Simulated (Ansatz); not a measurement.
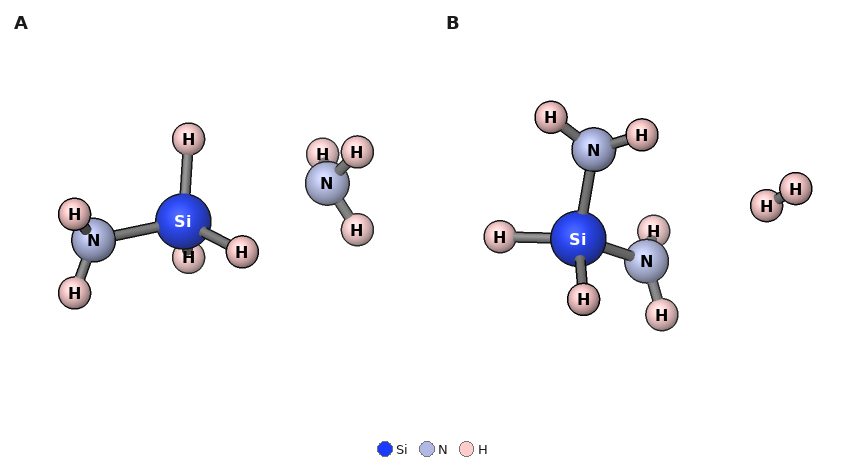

2 stationary structures of one formula. Geometries: PBE0-D4/def2-TZVP. Electronic energies: CCSD(T)/CBS (MP2 limit from def2-TZVPP and def2-QZVPP plus CCSD(T) − MP2) (Ansatz 0.2.0), without zero-point energy. Each is one conformer, not always the lowest.

### Which is lowest in energy, and by how much?

B is lowest (a minimum); A lies 9.1 kcal/mol above it (a minimum).
